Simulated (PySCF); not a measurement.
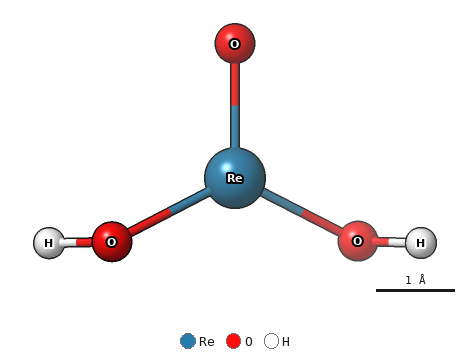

*The structure as given in the input (ball-and-stick view, seen at a tilt). Sticks mark near contacts.*

Bond lengths as drawn: H–O 0.98 Å and O–Re 1.74 to 1.91 Å.

Frequency calculation, with input and output: ReH2O3

The run: frequency calculation of ReH2O3, multiplicity 4. Method and program: UKS-based PBE, Re def2-SVP with ECP60, O def2-SVP, H def2-SVP; non-relativistic Hamiltonian with a scalar-relativistic core potential; density fitting (PySCF 2.14.0).

### Log
```
init E= -304.846585654353
  alpha nocc = 22  HOMO = -0.153529320330168  LUMO = -0.0399777946283635
  beta  nocc = 19  HOMO = -0.270665814701751  LUMO = -0.158598488247886
cycle= 1 E= -304.846585654309  delta_E= 4.42e-11  |g|= 1.05e-05  |ddm|= 1.23e-05
  alpha nocc = 22  HOMO = -0.153526574603976  LUMO = -0.0399749862685574
  beta  nocc = 19  HOMO = -0.270666320762626  LUMO = -0.158595090394012
cycle= 2 E= -304.846585653822  delta_E= 4.87e-10  |g|= 3.51e-05  |ddm|= 3.6e-05
  alpha nocc = 22  HOMO = -0.15352801139213  LUMO = -0.0399766267183104
  beta  nocc = 19  HOMO = -0.270665314261113  LUMO = -0.158597406095904
cycle= 3 E= -304.846585654337  delta_E= -5.15e-10  |g|= 6.93e-06  |ddm|= 2.73e-05
  alpha nocc = 22  HOMO = -0.153528354892817  LUMO = -0.0399768204609607
  beta  nocc = 19  HOMO = -0.270665657642597  LUMO = -0.158597466265231
cycle= 4 E= -304.846585654358  delta_E= -2.13e-11  |g|= 7.47e-07  |ddm|= 5.14e-06
  alpha nocc = 22  HOMO = -0.153528586369681  LUMO = -0.0399771270741418
  beta  nocc = 19  HOMO = -0.270665791343008  LUMO = -0.158597747279206
Extra cycle  E= -304.846585654355  delta_E= 3.41e-12  |g|= 2.46e-06  |ddm|= 2.53e-06
converged SCF energy = -304.846585654355  <S^2> = 3.7566655  2S+1 = 4.0033314
```

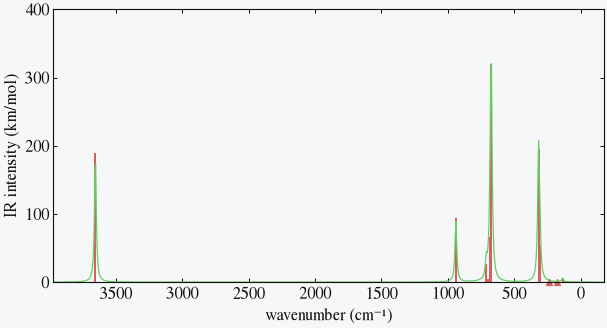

*Harmonic infrared spectrum, unscaled: sticks (degenerate modes added up, dark ones marked on the axis) with a Lorentzian envelope of 16 cm⁻¹ full width, scaled to the tallest stick.*

12 modes from 136 to 3658 cm⁻¹, none imaginary. The strongest line is at 673 cm⁻¹ (320 km/mol). All modes, in cm⁻¹ (km/mol): 136 (5.5), 175 (0.0), 236 (0.9), 308 (55), 317 (195), 673 (320), 681 (67), 695 (4.7), 710 (27), 939 (94), 3655 (189), 3658 (6.7).

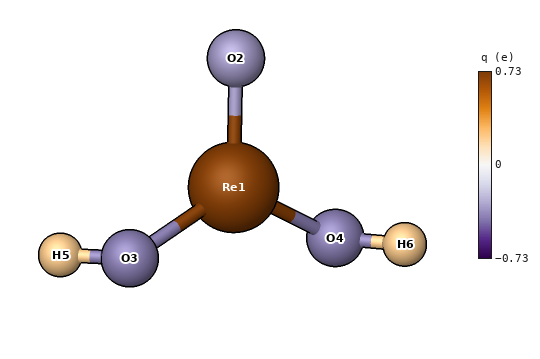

*Mulliken charges, as the colour of each atom (ball-and-stick view, seen at a tilt; atoms are numbered from 1 in the order of the input).*

By element: Re +0.69, O −0.39 to −0.34 and H +0.22 e.

The run was set up as follows.

### Input file
```python
from pyscf import gto, scf, dft
mol = gto.M(atom='''
Re     0.000000     0.000000    -0.000027
O      0.000000     0.000000     1.741059
O      1.721591     0.073781    -0.819950
O     -1.721591    -0.073781    -0.819950
H      2.299123    -0.716310    -0.840959
H     -2.299123     0.716310    -0.840959''',
    basis={'Re': 'def2-SVP', 'O': 'def2-SVP', 'H': 'def2-SVP'},
    ecp={'Re': 'def2-SVP'},
    charge=0, spin=3)
mf = dft.UKS(mol, xc='PBE')
mf.grids.atom_grid = (75, 302)
aux = {'Re': 'def2-universal-JKFIT', 'O': 'def2-universal-JKFIT', 'H': 'def2-universal-JKFIT'}
mf = mf.density_fit(auxbasis=aux)
mf.conv_tol = 1e-09
mf.diis_space = 10
mf.max_cycle = 60
mf.verbose = 4
mf.kernel()
```

The script is an equivalent of the set-up of the self-consistent field. The run itself was carried out by a driver, which started from the orbitals of the step before it where there was one and computed the further properties.

Launched with:
```bash
OMP_NUM_THREADS=2 python axn.py task.json out
```

### Key numbers

| quantity | value |
| --- | --- |
| outcome | converged |
| total energy | −304.846586 hartree |
| ⟨S²⟩ | 3.757 |
| zero-point energy | 0.027753 hartree |
| dipole moment | 2.17 D |
| wavenumbers, lowest and highest | 136 and 3658 cm⁻¹ |
| hardware | 2 threads of Arm Neoverse N1, 54 GiB of memory available, shared host |
| wall time | 2.8 min (CPU time 4.9 min) |
| peak memory | 1.2 GiB |
